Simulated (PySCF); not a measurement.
# UBP86/def2-SVP (density fitting with cc-pvdz-jkfit) run of C2H6BFN (SMILES NB[CH]CF)

What is the vertical ionisation energy of C2H6BFN at UBP86/def2-SVP (density fitting with cc-pvdz-jkfit)? 

Program for the calculation: PySCF 2.14.0.

2 further runs of the same task are left out: 2 set aside as unsound or not needed.

### 1 The structure to begin with

The species is C2H6BFN (11 atoms), meant as a doublet with charge 0. SMILES: `NB[CH]CF`. The shape is that of a GFN2-xTB optimisation. This is one conformer, not always the lowest.

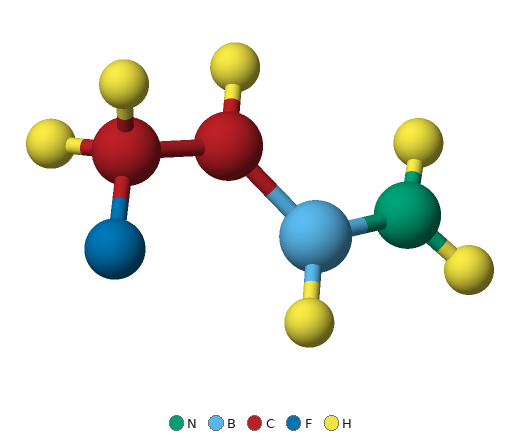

Viewed from a chosen angle; nitrogen teal, boron blue, carbon red, fluorine blue, hydrogen yellow.

### 2 The energy at UBP86/def2-SVP (density fitting with cc-pvdz-jkfit)

job.py

```python
from pyscf import gto, dft

mol = gto.M(
    atom='''
N   -1.970380  -0.318980   0.723670
B   -0.732840  -0.634710   0.151520
C    0.290140   0.477700  -0.002220
C    1.641350   0.360680  -0.584460
F    1.938190  -0.898870  -1.044160
H   -2.704680  -0.989300   0.867430
H   -2.214550   0.606480   1.033650
H   -0.529550  -1.736470  -0.184960
H    0.087320   1.489080   0.330380
H    1.772270   1.037720  -1.445380
H    2.422720   0.606660   0.154530
''',
    spin=1,
    charge=0,
    max_memory=1860,
    verbose=3,
    basis='def2-svp',
)

ks = dft.UKS(mol, xc='bp86')
ks = ks.density_fit(auxbasis='cc-pvdz-jkfit')
ks.grids.level = 4
ks.conv_tol = 1e-10
ks.kernel()
if not ks.converged:
    ks = ks.newton().run(ks.mo_coeff, ks.mo_occ)

e_tot = ks.e_tot
print('Final energy', e_tot)
```

Started as:

```console
OMP_NUM_THREADS=1 python job.py
```

Log:

```text
converged SCF energy = -259.048737649955  <S^2> = 0.75338458  2S+1 = 2.0033817
Final energy -259.04873764995546
```

Run time: 41 s. Hardware: 1 thread of Arm Neoverse V1, shared host; peak memory 0.45 GiB.

### 3 The singlet cation, same level

calc.py

```python
from pyscf import gto, dft

molecule = gto.M(
    atom=[
    ('N', (-1.970380, -0.318980, 0.723670)),
    ('B', (-0.732840, -0.634710, 0.151520)),
    ('C', (0.290140, 0.477700, -0.002220)),
    ('C', (1.641350, 0.360680, -0.584460)),
    ('F', (1.938190, -0.898870, -1.044160)),
    ('H', (-2.704680, -0.989300, 0.867430)),
    ('H', (-2.214550, 0.606480, 1.033650)),
    ('H', (-0.529550, -1.736470, -0.184960)),
    ('H', (0.087320, 1.489080, 0.330380)),
    ('H', (1.772270, 1.037720, -1.445380)),
    ('H', (2.422720, 0.606660, 0.154530)),
],
    max_memory=1860,
    spin=0,
    verbose=3,
    charge=1,
    basis='def2-svp',
)

calc0 = dft.RKS(molecule)
calc0.xc = 'bp86'
calc0 = calc0.density_fit(auxbasis='cc-pvdz-jkfit')
calc0.conv_tol = 1e-10
calc0.grids.level = 4
calc0.kernel()
if not calc0.converged:
    calc0 = calc0.newton().run(calc0.mo_coeff, calc0.mo_occ)

e_final = calc0.e_tot
print(f'total energy: {e_final:.8f} hartree')
```

Started as:

```console
OMP_NUM_THREADS=1 python calc.py
```

Log:

```text
converged SCF energy = -258.749485293691
total energy: -258.74948529 hartree
```

Run time: 25 s. Hardware: 1 thread of Arm Neoverse V1, shared host; peak memory 0.42 GiB.

### 4 Outcome

Level: UBP86/def2-SVP (density fitting with cc-pvdz-jkfit).

```
                                           quantity          value
                      doublet C2H6BFN: total energy  -259.04874 Eh
                     doublet C2H6BFN: dipole moment         3.12 D
doublet C2H6BFN: HOMO energy (highest over α and β)       -4.86 eV
 doublet C2H6BFN: LUMO energy (lowest over α and β)       -3.33 eV
                              doublet C2H6BFN: ⟨S²⟩          0.753
                       singlet cation: total energy  -258.74949 Eh
                        singlet cation: HOMO energy      -13.48 eV
                        singlet cation: LUMO energy      -11.31 eV
                      singlet cation: HOMO–LUMO gap        2.17 eV
 vertical ionisation energy (to the singlet cation)       8.143 eV
```

What this shows: Removing an electron at fixed nuclei costs 8.14 eV (188 kcal/mol). Only the singlet of the ionised species was computed; a triplet could lie lower.
